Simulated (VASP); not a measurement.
Band structure of Ca3MgO4 (ordered alloy cell). These are PBEsol GGA, VASP's PBE PAW potentials (set 64) (plane waves; VASP) values and carry that method's errors.

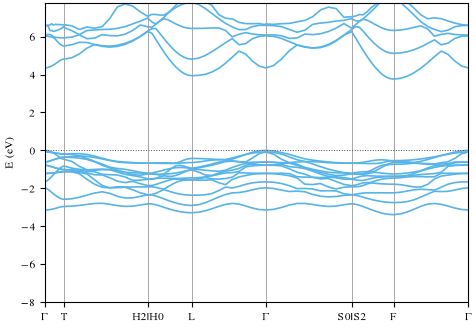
Bands along high-symmetry lines, zero at the valence-band maximum or, without a gap, the Fermi level

Question: Read the plot: is there a gap, and where are the band edges?

Answer: The gap is indirect, 3.76 eV, from the valence maximum at Γ to the conduction minimum at F. (Edges off the drawn lines would not show.)

The structure was generated: Ca3MgO4 was put into an ordered model structure (R-3m), which need not be its known phase. It was relaxed first.
